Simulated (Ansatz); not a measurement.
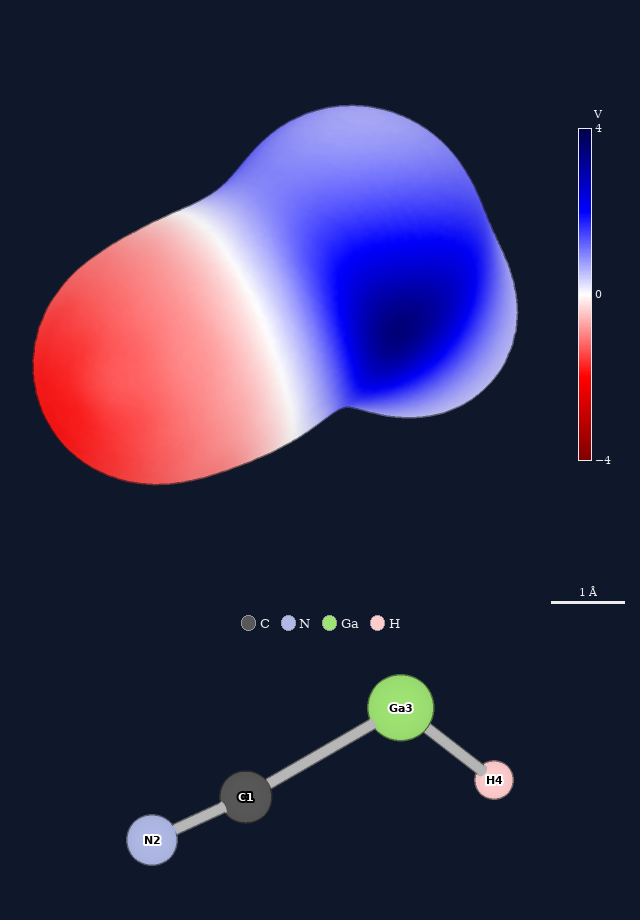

*CHGaN (doublet). The electrostatic potential painted on the density surface at 0.002 e/bohr³, seen at a tilt; the colour scale runs from red (negative) to blue (positive). The bare structure is drawn below in the same view.*

Geometry: PBE0-D4/def2-TZVP.

Method: UKS PBE0-D4/def2-TZVPP in Ansatz.

```json
{"atom": "C", "x (Å)": "-0.3188", "y (Å)": "-0.3457", "z (Å)": "0.0810"}
{"atom": "N", "x (Å)": "-1.1208", "y (Å)": "0.4214", "z (Å)": "-0.2406"}
{"atom": "Ga", "x (Å)": "1.1669", "y (Å)": "-1.5659", "z (Å)": "0.4835"}
{"atom": "H", "x (Å)": "0.9373", "y (Å)": "-2.6489", "z (Å)": "1.6135"}
```

Where is the surface potential most negative and most positive?

The most negative region (about −1.8 V) lies over N2, the most positive (about +3.4 V) over Ga3. N2 is the likeliest acceptor of a hydrogen bond.
